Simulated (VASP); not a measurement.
Band structure of CuTe2 (space group P-3m1). Computed with PBEsol GGA, VASP's PBE PAW potentials (set 64) (plane waves; VASP).

Unless said otherwise, spin-orbit coupling is left out, though it shifts the bands of the heavy elements here.

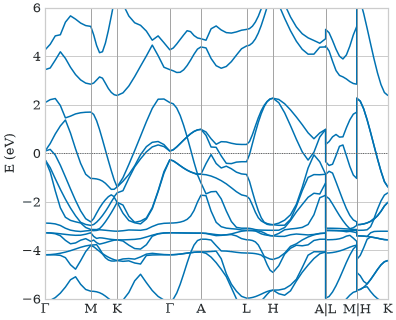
Figure. Bands along high-symmetry lines, zero at the valence-band maximum or, without a gap, the Fermi level

Read the plot: is there a gap, and where are the band edges?

It has no gap at this level: it comes out as a metal or semimetal. (Edges off the drawn lines would not show.)

The structure comes from a computed database's CuTe2 entry (P-3m1); how it stands against other phases isn't given here. It was relaxed first. The electron count is odd and the run is not spin-polarised, which forces a metal.
